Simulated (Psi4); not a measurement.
**A workflow on BH2 (boron dihydride), part 1 of 2**

We compute a geometry optimisation (UPBE0/def2-SVP), then the harmonic vibrations, then a single-point energy (UCCSD(T)/cc-pVTZ), then the vertical excitations (TD-PBE0/def2-SVP) of BH2 (boron dihydride). 

The calculation is run with Psi4 1.11.

## Step 1: The molecule

BH2: 3 atoms, total charge 0, spin state doublet. As SMILES, `[BH2]`. The coordinates come from a GFN2-xTB relaxation. The run starts from this shape.

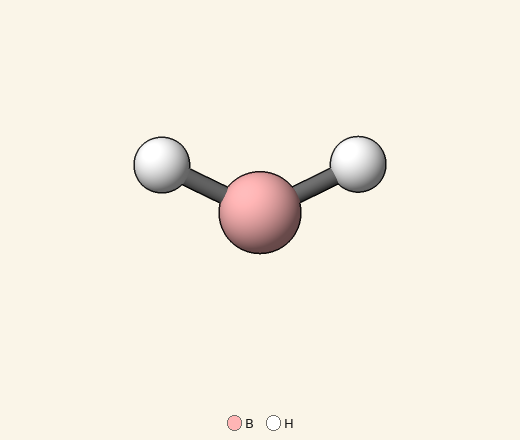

The structure, seen from a chosen angle (boron pink, hydrogen white).

## Step 2: A structure relaxation at UPBE0/def2-SVP (density fitting) (run 1)

Input file job.in:

```
memory 1600 MB

molecule geom {
  0 2
  B
  H 1 r2
  H 1 r3 2 a3

  r2 = 1.159257
  r3 = 1.159303
  a3 = 128.37019
}

set basis def2-SVP
set reference uks
set geom_maxiter 60

E = opt("pbe0")
print_variables()
```

Started as:

```console
psi4 job.in job.out -n 1
```

job.out, shortened:

```text
[...]
  Running in cs symmetry.
[...]
  Nuclear repulsion =    4.818242641923553
[...]
  Multiplicity = 2
[...]
  Nalpha       = 4
  Nbeta        = 3
[...]
    Number of basis functions: 24
[...]
   @DF-UKS iter   1:   -25.84598286643973   -4.32282e-01   7.09555e-03 ADIIS/DIIS
[...]
   @DF-UKS iter   7:   -25.86520094127039   -6.75016e-14   2.69177e-09 DIIS
[...]
   @S^2 Observed:                7.514000811E-01
[...]
    Orbital Energies [Eh]
    ---------------------
    Alpha Occupied:
       1Ap    -6.845218     2Ap    -0.517443     3Ap    -0.386218
       4Ap    -0.226607
    Alpha Virtual:
       1App   -0.084224     5Ap     0.134281     6Ap     0.162602
       7Ap     0.195163     8Ap     0.259696     9Ap     0.292129
       2App    0.326762    10Ap     0.636421    11Ap     0.687439
       3App    0.909352    12Ap     0.979444     4App    0.991031
      13Ap     1.247105    14Ap     1.319401     5App    1.672145
      15Ap     1.733748     6App    1.878746    16Ap     1.950782
      17Ap     2.528766    18Ap     2.551962
[...]
  @DF-UKS Final Energy:   -25.86520094127039
   => Energetics <=
    Nuclear Repulsion Energy =              4.6350994352013837
    One-Electron Energy =                 -42.7924428294722858
    Two-Electron Energy =                  15.8264243581805228
    DFT Exchange-Correlation Energy =      -3.5342819051800149
    Empirical Dispersion Energy =           0.0000000000000000
    VV10 Nonlocal Energy =                  0.0000000000000000
    Total Energy =                        -25.8652009412703947
[...]
 Multipole Moments:
 ------------------------------------------------------------------------------------
     Multipole            Electronic (a.u.)      Nuclear  (a.u.)        Total (a.u.)
 ------------------------------------------------------------------------------------
 L = 1.  Multiply by 2.5417464519 to convert [e a0] to [Debye]
 Dipole X            :          0.6307628           -0.8108571           -0.1800943
 Dipole Y            :          0.3007220           -0.3865835           -0.0858615
 Dipole Z            :          0.0000000            0.0000000            0.0000000
 Magnitude           :                                                    0.1995148
[...]
  -Total Gradient:
     Atom            X                  Y                   Z
    ------   -----------------  -----------------  -----------------
       1       -0.000027216293    -0.000012939572     0.000000000000
       2        0.000010631595     0.000011837001     0.000000000000
       3        0.000015917876     0.000000784658     0.000000000000
[...]
    Final optimized geometry and variables:
    Molecular point group: cs
    Full point group: Cs
    Geometry (in Angstrom), charge = 0, multiplicity = 2:
    B
    H             1          r2
    H             1          r3      2          a3
    a3        =  129.0202103446
    r2        =    1.2049132869
    r3        =    1.2049132117
  Variable Map:
  ----------------------------------------------------------------------------
  "CURRENT ENERGY"              =>     -25.865200941270
[...]
```

On the terminal:

```text
Optimizer: Optimization complete!
```

Wall time 7.2 s (1 thread of Intel Xeon Platinum 8488C (Sapphire Rapids), shared host); peak memory 0.27 GiB.

Steps, from the record of the run:

```tsv
step	energy from the first frame kept (eV)	largest force (eV/Å)
0	0.0000	1.2332
1	-0.0545	0.0359
2	-0.0546	0.0139
3	-0.0546	0.0015
```

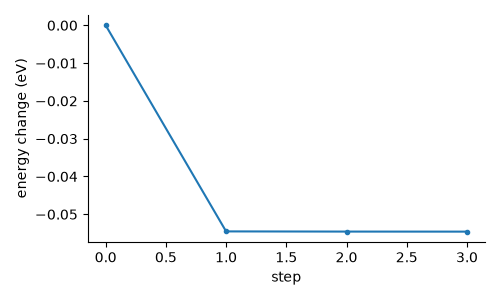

Energy along the run.

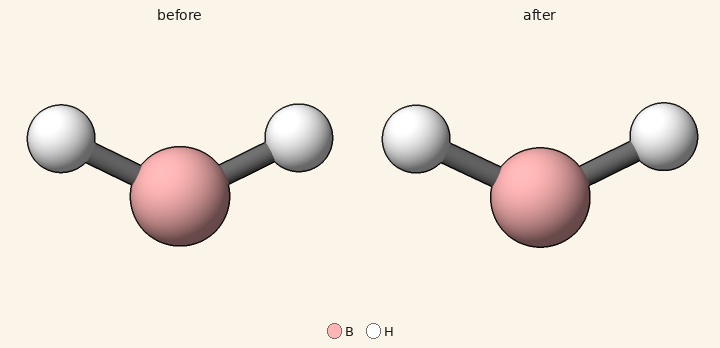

Before and after, at one scale.

After the run. Bond lengths: B1–H2 1.205 Å, B1–H3 1.205 Å. Angles: H2–B1–H3 129.0°.

## Step 3: The harmonic vibrations at UPBE0/def2-SVP (density fitting) (run 2)

Input file bh2.xyz:

```xyz
3
BH2
B      0.264674    -0.166887     0.129591
H      0.282531     1.030016     0.267144
H     -0.565407    -0.856613    -0.406186
```

Input file bh2.py:

```python
import psi4

psi4.set_memory(1600000000)
psi4.set_num_threads(1)
psi4.core.set_output_file('psi4.out', False)

with open('bh2.xyz') as f:
    atoms = ''.join(f.readlines()[2:])
geom = psi4.geometry('0 2\n' + atoms + '')

psi4.set_options({
    'reference': 'uks',
    't': 298.15,
    'rotational_symmetry_number': 2,
})

E, wfn = psi4.frequency("pbe0/def2-SVP", return_wfn=True)
print(f'pbe0/def2-SVP energy: {E:.10f} Eh')
print('wavenumbers / cm^-1:', wfn.frequencies().np.round(1))
```

Started as:

```console
python bh2.py
```

psi4.out, shortened:

```text
[...]
  Running in cs symmetry.
[...]
  Nuclear repulsion =    4.635100959522818
[...]
  Multiplicity = 2
[...]
  Nalpha       = 4
  Nbeta        = 3
[...]
    Number of basis functions: 24
[...]
   @DF-UKS iter   1:   -25.84998312047195   -4.44185e-01   6.64278e-03 DIIS/ADIIS
[...]
  Running in c1 symmetry.
[...]
   @DF-UKS iter   9:   -25.86520094127383   -1.89360e-12   6.95834e-09 DIIS
[...]
   @S^2 Observed:                7.514000833E-01
[...]
  @DF-UKS Final Energy:   -25.86520094127383
   => Energetics <=
    Nuclear Repulsion Energy =              4.6350953491126390
    One-Electron Energy =                 -42.7924352892923991
    Two-Electron Energy =                  15.8264204641903294
    DFT Exchange-Correlation Energy =      -3.5342814652843990
    Empirical Dispersion Energy =           0.0000000000000000
    VV10 Nonlocal Energy =                  0.0000000000000000
    Total Energy =                        -25.8652009412738302
[...]
  -Total Gradient:
     Atom            X                  Y                   Z
    ------   -----------------  -----------------  -----------------
       1       -0.000026286233     0.000014190784     0.000000000942
       2        0.000009941511    -0.000011754614     0.000000009178
       3        0.000015701270    -0.000002073349    -0.000000010120
[...]
  ==> Harmonic Vibrational Analysis <==
[...]
  Freq [cm^-1]                 972.5416           2580.5822           2757.9210
[...]
  IR activ [km/mol]            10.5120             10.2904             95.7865
[...]
  Total E_0, Enthalpy at 0 [K]                                                          -25.85082332 [Eh]
[...]
  Total H, Enthalpy at  298.15 [K]                                                      -25.84700556 [Eh]
[...]
  Total G, Gibbs energy at  298.15 [K]                                                  -25.86908476 [Eh]
[...]
```

The script printed:

```text
pbe0/def2-SVP energy: -25.8652009412 Eh
wavenumbers / cm^-1: [ 972.5 2580.6 2757.9]
```

Wall time 20 s (1 thread of Intel Xeon Platinum 8488C (Sapphire Rapids), shared host); peak memory 0.26 GiB.

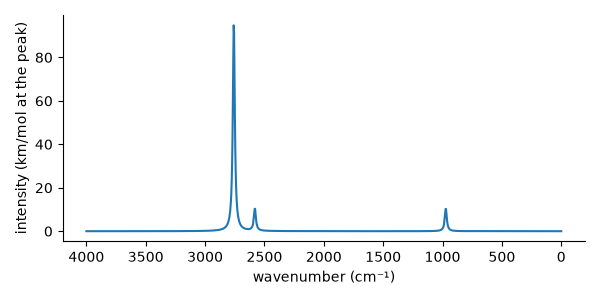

Harmonic infrared spectrum, unscaled, lines broadened by 10 cm⁻¹.

## Step 4: A single-point energy at UCCSD(T)/cc-pVTZ (run 3)

Input file job.in:

```
memory 1.6 GB

molecule {
  0 2
  B      0.50016137    -0.31537072     0.24489150
  H      0.53390621     1.94644814     0.50482900
  H     -1.06846438    -1.61876396    -0.76758030
  units au
  symmetry c1
}

set basis cc-pVTZ
set reference uhf
set scf_type pk
set freeze_core true

e, wfn = energy("ccsd(t)", return_wfn=True)
print_variables()
```

Started as:

```console
psi4 job.in job.out -n 1
```

job.out, shortened:

```text
[...]
  Running in c1 symmetry.
[...]
  Nuclear repulsion =    4.635100967798498
[...]
  Multiplicity = 2
[...]
  Nalpha       = 4
  Nbeta        = 3
[...]
    Number of basis functions: 58
[...]
   @UHF iter   1:   -25.75003819141115   -7.00640e-01   1.55925e-03 ADIIS/DIIS
[...]
   @UHF iter  11:   -25.75990812470837   -1.97176e-12   3.78608e-09 DIIS
[...]
   @S^2 Observed:                7.537298717E-01
[...]
    Orbital Energies [Eh]
    ---------------------
    Alpha Occupied:
       1A     -7.647117     2A     -0.696032     3A     -0.522144
       4A     -0.348854
    Alpha Virtual:
       5A      0.047311     6A      0.203955     7A      0.214372
       8A      0.270606     9A      0.270898    10A      0.318009
      11A      0.343320    12A      0.516345    13A      0.517208
      14A      0.529465    15A      0.552975    16A      0.568000
      17A      0.802993    18A      0.837890    19A      1.050080
      20A      1.082340    21A      1.157474    22A      1.234568
      23A      1.322317    24A      1.479058    25A      1.537366
[...]
  @UHF Final Energy:   -25.75990812470837
   => Energetics <=
    Nuclear Repulsion Energy =              4.6351009677984978
    One-Electron Energy =                 -42.7938616829907801
    Two-Electron Energy =                  12.3988525904839104
    Total Energy =                        -25.7599081247083674
  UHF NO Occupations:
  HONO-2 :    2  A 1.9996498
  HONO-1 :    3  A 1.9984847
[...]
 Multipole Moments:
 ------------------------------------------------------------------------------------
     Multipole            Electronic (a.u.)      Nuclear  (a.u.)        Total (a.u.)
 ------------------------------------------------------------------------------------
 L = 1.  Multiply by 2.5417464519 to convert [e a0] to [Debye]
 Dipole X            :          0.6377996           -0.7824754           -0.1446757
 Dipole Y            :         -0.3596336            0.4412102            0.0815766
 Dipole Z            :          0.0000000            0.0000000            0.0000000
 Magnitude           :                                                    0.1660898
[...]
      * MP2 total energy                      =  -25.842310241031850
[...]
      * CCSD total energy                     =  -25.860852325904116
[...]
      * CCSD(T) total energy                     =  -25.862831281742732
[...]
```

Run time: 9 s. Hardware: 1 thread of Intel Xeon Platinum 8488C (Sapphire Rapids), shared host; peak memory 0.37 GiB.

(Continued in part 2 of 2.)
